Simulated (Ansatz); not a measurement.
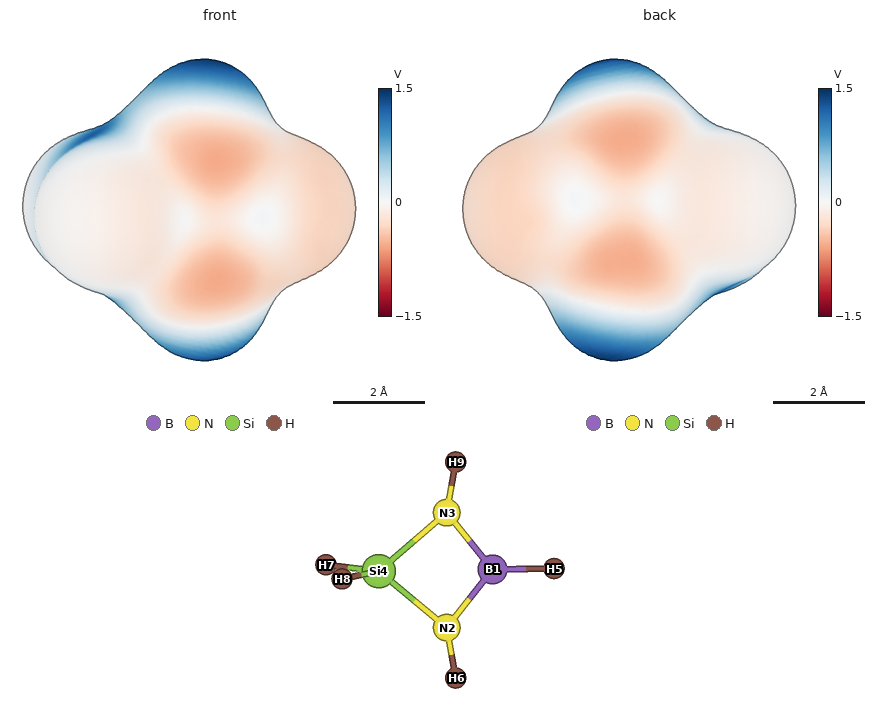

*BH$_{5}$N$_{2}$Si. The electrostatic potential painted on the density surface at 0.001 e/bohr³, seen from the front and from behind; red is negative and blue positive. The bare structure is drawn below in the same view.*

Geometry: PBE0-D3(BJ)/def2-SVP.

Method: Ansatz, isolated molecule in a Gaussian basis; Kohn-Sham density functional theory, functional PBE0.

Input file:

```
crystal:
  periodic: [false, false, false]
  atoms:
    - {symbol: B, position_ang: [-0.888570, -1.338394, 0.895273]}
    - {symbol: N, position_ang: [-0.581414, -0.029083, 0.378297]}
    - {symbol: N, position_ang: [-0.197427, -2.212887, -0.017686]}
    - {symbol: Si, position_ang: [0.351170, -0.798449, -0.880289]}
    - {symbol: H, position_ang: [-1.559428, -1.630600, 1.856224]}
    - {symbol: H, position_ang: [-0.848738, 0.888179, 0.691916]}
    - {symbol: H, position_ang: [-0.143089, -0.631314, -2.280664]}
    - {symbol: H, position_ang: [1.823037, -0.539825, -0.879902]}
    - {symbol: H, position_ang: [-0.125674, -3.215348, -0.051087]}
basis:
  gaussian:
    orbitals: def2-TZVPD
hamiltonian:
  xc: {name: PBE0}
output: {forces: true, orbitals: {seedname: orbitals}}
```

Command:

```sh
ansatz run input.yaml --threads 2 --pin off --max-ram 4350MiB --events-out events.jsonl --progress --plain --runs-dir runs
```

Question: Which sites attract a positive test charge, and which a negative one?

Answer: A positive charge is drawn to the negative regions and a negative charge to the positive ones. The most negative region (about −0.6 V) lies over N2 and N3, the most positive (about +1.4 V) over H6 and H9.

Question: What dipole moment does the calculation give?

Answer: Its dipole moment is 0.52 D.
